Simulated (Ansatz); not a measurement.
# BClHInO: the cost of one run

The runs use Ansatz 0.2.0, Gaussian basis; the settings change from run to run.

## 1. The molecule

The geometry comes from an earlier relaxation with PBE0-D4 in a triple-zeta def2 set; it is a stationary point. In takes a core potential in def2 sets; no spin-orbit term is included.

5 atoms, charge 0, spin multiplicity 1.

Atoms are counted from 1 here; the program's logs count them from 0.

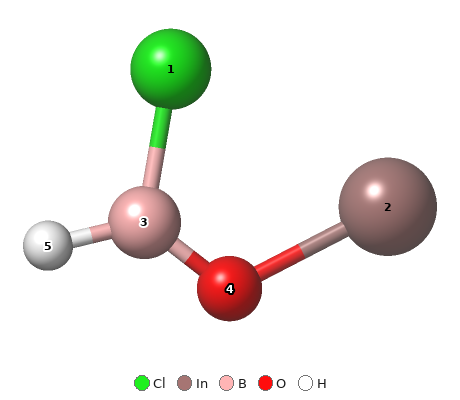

The structure; chlorine green, indium brown, boron pink, oxygen red, hydrogen white; atoms are numbered from 1 in the order of the file.

## 2. r2SCANh/def2-TZVP

Set apart from the defaults: unrestricted orbitals, atoms shaken by 0.03 Å, D3(BJ) with three-body dispersion.

The input, in.yaml:

```yaml
crystal:
  periodic: [false, false, false]
  atoms:
    - {symbol: Cl, position_ang: [0.719610, -0.299179, 1.401692]}
    - {symbol: In, position_ang: [-1.726248, -1.403414, 0.162183]}
    - {symbol: B, position_ang: [0.453312, 0.402869, -0.230130]}
    - {symbol: O, position_ang: [-0.592576, 0.009797, -0.914820]}
    - {symbol: H, position_ang: [1.264132, 1.225819, -0.493913]}
basis:
  gaussian: {orbitals: def2-TZVP}
magnetization: {spin_polarized: true, initial_magnetization: 0}
hamiltonian: {xc: {name: r2SCANh}, dispersion: d3bjatm}
output: {forces: true}
```

Started as:

```sh
ansatz run in.yaml --threads 2 --pin off --events-out ev --progress --plain --max-ram 4352MiB
```

**Question.** How long does this run take on 2 threads of Arm Neoverse V1, shared host, and how much memory does it need?

About 11 s, with a peak of 0.5 GiB.
